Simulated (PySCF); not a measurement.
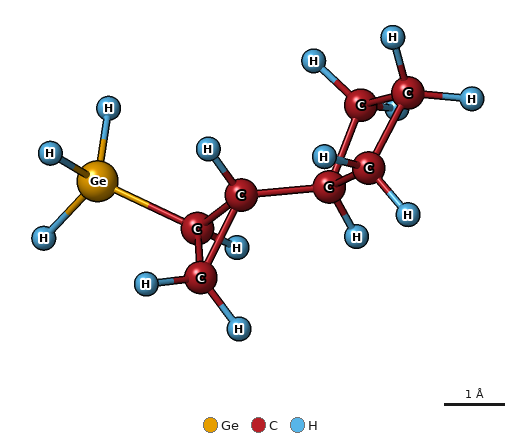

C7H14Ge, before the relaxation. The picture is a ball-and-stick view, seen at a tilt.

The start comes from GFN2-xTB. Its atoms were then displaced at random by about 0.01 Å.

Method: PBE0-D3(BJ)/def2-SVP geometry optimisation, gas phase (PySCF).

```xyz
22

Ge   -3.0707    1.0448   -0.0323
C    -1.6414   -0.0330   -0.7208
C    -1.4645   -1.4290   -0.2083
C    -0.4450   -0.3537    0.1822
C     0.9214   -0.3562   -0.3640
C     1.6531    1.0115   -0.2932
C     2.8191    0.3456    0.4820
C     2.0202   -0.9527    0.5597
H    -2.8024    2.5353   -0.1696
H    -3.2877    0.7908    1.4306
H    -4.3982    0.7942   -0.7185
H    -1.3766    0.1211   -1.7555
H    -1.1437   -2.1769   -0.9024
H    -2.1433   -1.7911    0.5618
H    -0.5498   -0.0051    1.2081
H     0.9348   -0.7690   -1.3479
H     1.1160    1.7644    0.2844
H     1.9155    1.4421   -1.2479
H     3.7225    0.2484   -0.0975
H     3.0241    0.8136    1.4436
H     2.4874   -1.8412    0.1636
H     1.6441   -1.1995    1.5555
```

Question: Where does the relaxation end?

Answer: The energy falls by 22.1 kJ/mol in 14 geometry steps. H20 moves most after the best rigid fit: 0.70 Å. By element the largest moves are H 0.70 Å, C 0.26 Å, Ge 0.14 Å. Near-neighbour distances that change, for instance: Ge1–H10 1.501 → 1.543 Å, C5–H16 1.067 → 1.104 Å, C3–C4 1.532 → 1.496 Å, C4–C5 1.471 → 1.499 Å. Bond angles that change, for instance: C6–C7–H20 113.5° → 118.0°, C4–C5–C6 114.8° → 119.2°, C5–C8–H21 113.8° → 118.1°. Cost: 10 min on 1 thread of Arm Neoverse N1 (shared host).

Step by step:

```
step  E − E(0), kJ/mol
   0              0.00
   1            -17.21
   2            -18.01
   3            -18.33
   4            -18.71
   5            -19.30
   6            -20.16
   7            -20.71
   8            -21.42
   9            -21.83
  10            -21.95
  11            -22.06
  12            -22.08
  13            -22.09
  14            -22.10
```

Final geometry:

```xyz
22

Ge   -3.1652    1.0316   -0.1326
C    -1.6456   -0.0199   -0.7144
C    -1.4433   -1.4265   -0.2107
C    -0.5260   -0.3366    0.2471
C     0.8980   -0.2802   -0.2178
C     1.6687    1.0551   -0.1244
C     2.9261    0.2562    0.2663
C     2.0071   -0.9196    0.6467
H    -2.8582    2.5404   -0.2176
H    -3.4622    0.6626    1.3362
H    -4.4160    0.7365   -0.9851
H    -1.3311    0.1593   -1.7489
H    -1.0436   -2.1628   -0.9147
H    -2.1619   -1.8400    0.5035
H    -0.6644    0.0057    1.2814
H     0.9590   -0.6717   -1.2486
H     1.2963    1.6592    0.7188
H     1.7072    1.6954   -1.0188
H     3.5437    0.0182   -0.6137
H     3.5817    0.6727    1.0453
H     2.3309   -1.9426    0.4016
H     1.7337   -0.8888    1.7139
```

After the run, drawn alike:

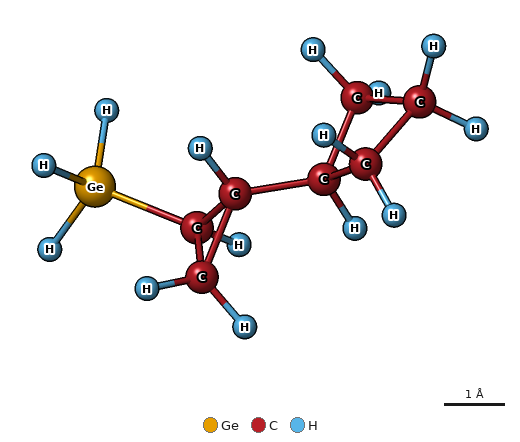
